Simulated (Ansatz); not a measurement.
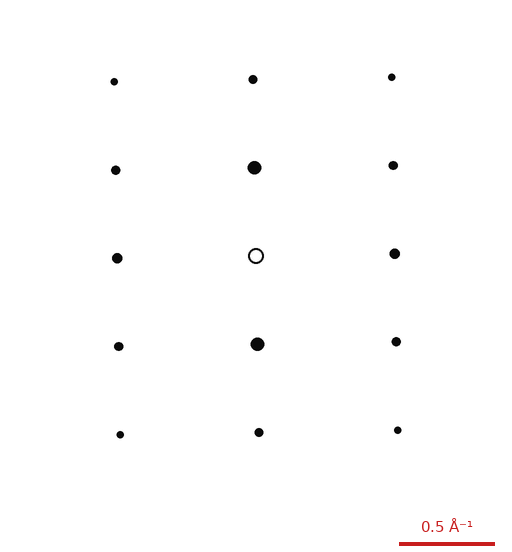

Computed electron diffraction pattern, 100 kV, single scattering only, B = 0.8 Å².

Question: What net do the spots form, and what spacings does it show?

Answer: The spots form a rectangular net whose two shortest vectors correspond to d = 2.15 Å and 1.37 Å, 90.0° apart.

Question: What is the point symmetry of the pattern, intensities included?

Answer: 2mm.

Question: What was simulated?

Answer: This cannot be fixed from one zone alone; the pattern is [210] of Ru, space group P6_3/mmc (No. 194), a = 2.73 Å, c = 4.30 Å (hexagonal axes). The net vectors are 0 0 2 and 1 -2 0. Structure: the input geometry of an electronic-structure calculation (not necessarily at equilibrium).
